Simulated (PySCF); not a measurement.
Single-point calculation, with input and output: BSb (charge +1)

BSb, charge +1, multiplicity 5, set up with UKS-tpss/sbkjc (PySCF 2.14.0).

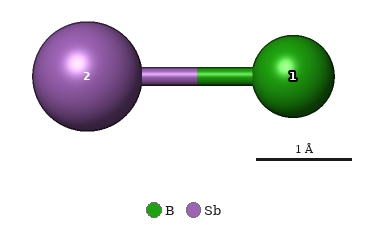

Figure 1. The structure (ball-and-stick view, seen on its broad side; atoms are numbered from 1 in the order of the input). Sticks mark near contacts. Bond lengths as drawn: B–Sb 2.17 Å.

**Input file**
```python
from pyscf import gto, dft

mol = gto.M(
    atom='B 0 0 0; Sb 0 0 2.166',
    basis='sbkjc',
    ecp={'B': 'sbkjc', 'Sb': 'sbkjc'},
    charge=1,
    spin=4,
    symmetry=True,
    verbose=4,
)
mf = dft.UKS(mol, xc='tpss')
mf.kernel()
mf.dip_moment()
print('orbital energies (hartree):', [e[max(0, n-3):n+3].round(4) for e, n in zip(mf.mo_energy, mol.nelec)])
```

Command:
```bash
OMP_NUM_THREADS=1 python input.py
```

**Output**
```
RuntimeError: Electron number 7 and spin 4 are not consistent
Note mol.spin = 2S = Nalpha - Nbeta, not 2S+1
```

**What the run reported**

| quantity | value |
| --- | --- |
| outcome | refused by the program |
| hardware | 1 CPU thread, shared host |

**Diagnosis**

Some settings of this run were drawn to be unusual or wrong. The program refused the input: “Electron number 7 and spin 4 are not consistent”
